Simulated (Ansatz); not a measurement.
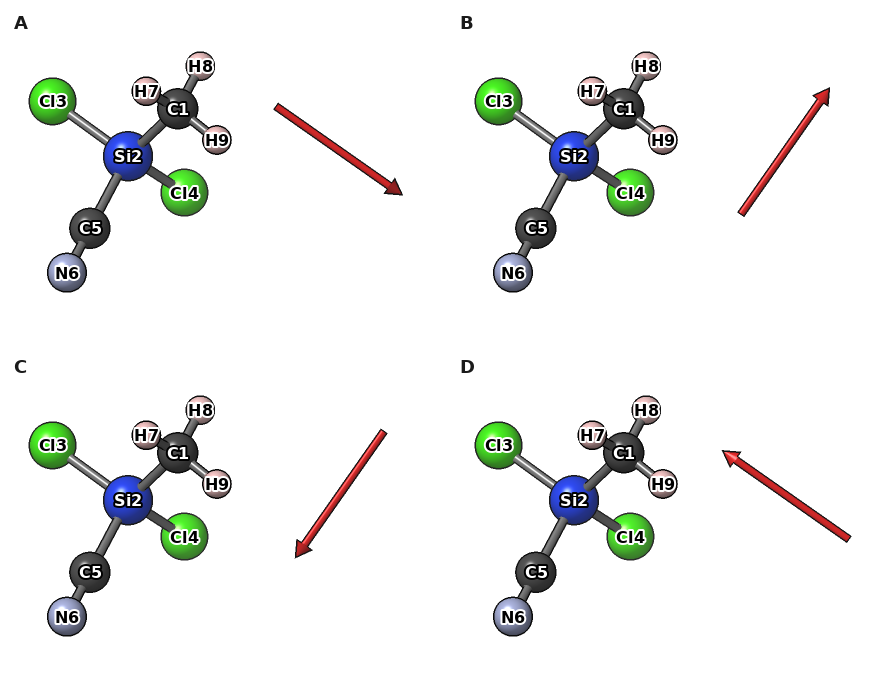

The same molecule four times, each with an arrow. Computed geometry: PBE0-D4/def2-TZVP optimisation. Level of theory: RKS r2SCAN-D4/def2-TZVPP (Ansatz 0.2.0).

### Which arrow points along the dipole moment, from the negative to the positive end?

B. The dipole moment is 3.56 D; it points from the side of N6 to the side of H8 (the outermost atoms at the two ends).
